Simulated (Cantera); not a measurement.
A closed system holds: 1 mol SiHCl3, 34 mol N2, 6.7 mol H2, at 84.0 mbar.

These are equilibrium values from Cantera (NASA tables, ideal gas, pure condensed phases), not measurements of a reactor. Candidate condensed phases: NH4Cl, Si, Si3N4; 28 gas species. The tables' values for SiCl, SiCl3, SiN are old estimates; treat these amounts as uncertain. Gases not in the tables: Si2H6 and higher silanes. Kinetics and transport are ignored.

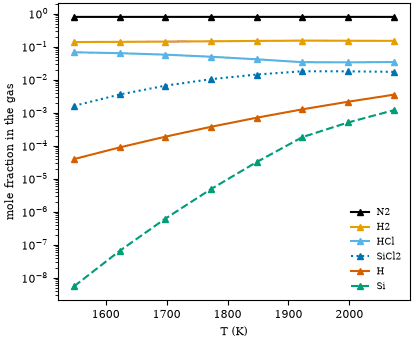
Fig. 1. Equilibrium gas composition (values under 1e-9 drawn at 1e-9)

From 1548 K to 1923 K the condensed part is Si3N4(s). From 1998 K to 2073 K the condensed part is Si(l). The main Si-bearing gas is SiCl2 throughout. The share of Si in condensed phases is highest at 1548 K (92.3 %) and lowest at 2073 K (16.5 %).
